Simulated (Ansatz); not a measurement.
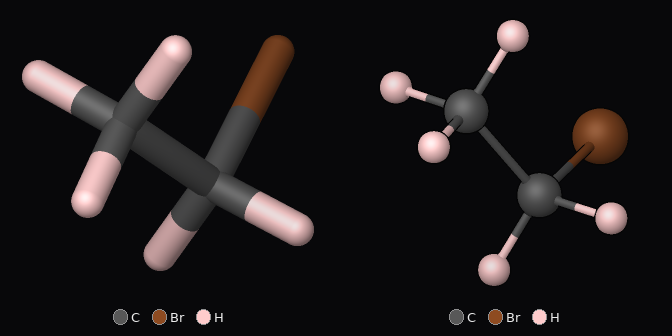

The same structure drawn twice, from different directions.

What is the molecular formula?

Answer. C2H5Br, 8 atoms: 2 carbon, 5 hydrogen and 1 bromine.

Describe its rings.

Answer. It has no ring.

The parts below concern this one geometry. Atoms keep their numbers from picture to picture. The geometry was computed by an optimisation with PBE0-D4/def2-TZVP.

**Shape**

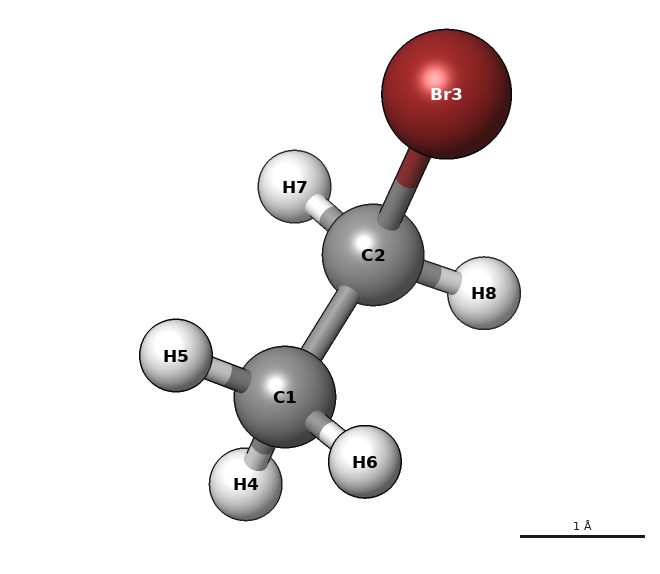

Numbered structure.

List the bonds and their lengths.

```
  bond  length (Å)   order
 C1–C2       1.506  single
 C1–H4       1.095  single
 C1–H5       1.091  single
 C1–H6       1.091  single
C2–Br3       1.950  single
 C2–H7       1.088  single
 C2–H8       1.088  single
```

**Vibrations**

Harmonic vibrations computed with RKS PBE0-D4/def2-TZVP (Ansatz 0.2.0) at a stationary point of the same level.

List the wavenumbers.

Answer. 18 modes: 260, 287, 589, 772, 985, 1037, 1092, 1265, 1277, 1406, 1476, 1480, 1490, 3050, 3109, 3127, 3142, 3177 cm⁻¹.

**Charges**

The questions are on Mulliken charges. Method: RKS ωB97M-V/def2-TZVPP (Ansatz 0.2.0).

List the Mulliken charges.

| atom | value (e) |
| --- | --- |
| C1 | −0.28 |
| C2 | −0.21 |
| Br3 | −0.12 |
| H4 | 0.10 |
| H5 | 0.11 |
| H6 | 0.11 |
| H7 | 0.15 |
| H8 | 0.15 |

**Levels of theory compared**

Program: Ansatz 0.2.0.

Compare HOMO energy (eV), dipole (D) at these levels: B3LYP-D4/def2-TZVPP; PBE-D4/def2-TZVPP; r2SCAN-D4/def2-TZVPP; ωB97M-V/def2-TZVPP.

```csv
level,HOMO energy (eV),dipole (D)
B3LYP-D4/def2-TZVPP,−7.58,2.13
PBE-D4/def2-TZVPP,−6.53,2.07
r2SCAN-D4/def2-TZVPP,−6.83,2.21
ωB97M-V/def2-TZVPP,−10.10,2.13
```

Mulliken values depend strongly on the basis set and can even reverse the polarity of a bond.
